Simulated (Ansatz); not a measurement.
The figure comes from a scan of Zr (hcp, Mg type): one Zr atom of a 2-atom cell moves by u along (1.00, 0.00, 0.00) and v along (0.00, 1.00, 0.00). Computed with r2SCAN (plane waves to 500 eV, PAW, scalar-relativistic; Ansatz, an electronic-structure program). k mesh 13×13×7 (Γ-centred), Fermi-Dirac smearing 0.05 eV. The energy includes the smearing's −TS. With partly filled bands, energies and forces of such displacements shift with the k mesh and the smearing. Zr is run without spin polarisation. Zr was relaxed with its symmetry unable to fall. ΔE is measured from the undisplaced structure. Axes are in Å.

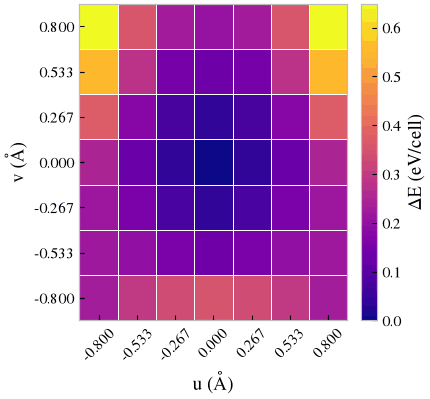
Fig. 1. ΔE (eV/cell), one tile a computed point.

Q: Turn the plot into a table (rounded to what can be read).

A: To the nearest 0.1:

ΔE (eV/cell), with u across and v down:

```tsv
v \ u	-0.800	-0.533	-0.267	0.000	0.267	0.533	0.800
-0.800	0.2	0.3	0.3	0.4	0.3	0.3	0.2
-0.533	0.2	0.2	0.2	0.1	0.2	0.2	0.2
-0.267	0.2	0.2	0.1	0.0	0.1	0.2	0.2
0.000	0.2	0.1	0.0	0.0	0.0	0.1	0.2
0.267	0.4	0.2	0.1	0.0	0.1	0.2	0.4
0.533	0.5	0.3	0.2	0.1	0.2	0.3	0.5
0.800	0.6	0.4	0.2	0.2	0.2	0.4	0.6
```

(A displaced cell: forces are minus the slopes of the energy, force constants its curvatures, and phonons follow from these.)
